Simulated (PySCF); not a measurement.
C4H4, SMILES `C1=CC=C1`.

Computed with PySCF, PBE0/def2-SVPD, geometry: GFN2-xTB. This is a single-reference result, which may miss multireference character in this system. No frequency check shows the geometry to be a minimum.

Geometry (Å), atoms numbered from 1:

```
C1      -0.7761   -0.6631    0.0000
C2      -0.7761    0.6631    0.0000
C3       0.7761    0.6631    0.0000
C4       0.7761   -0.6631    0.0000
H5      -1.5174   -1.4377    0.0000
H6      -1.5174    1.4377    0.0000
H7       1.5174    1.4377    0.0000
H8       1.5174   -1.4377    0.0000
```

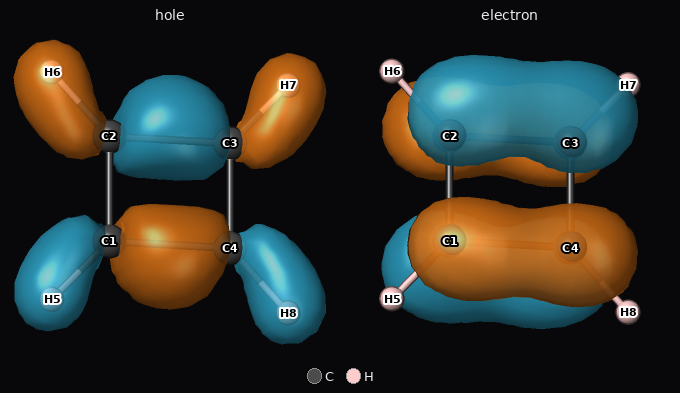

Leading natural transition orbital pair of S₂ (full linear response singlet states); the surfaces enclose about 70 % of each orbital's density.

Question: Characterise the state.

Answer: 5.44 eV (228 nm), f = 0.001 (very weak), σ → π*; the leading pair carries 90 %; hole on C1, C2, C3 and C4 (19 % each) and H5, H6, H7 and H8 (6 % each), electron on C1, C2, C3 and C4 (21 % each); their centroids lie 0.0 Å apart. In canonical orbitals it is mainly HOMO−1 → LUMO (90 %). The HOMO–LUMO gap is 3.89 eV.
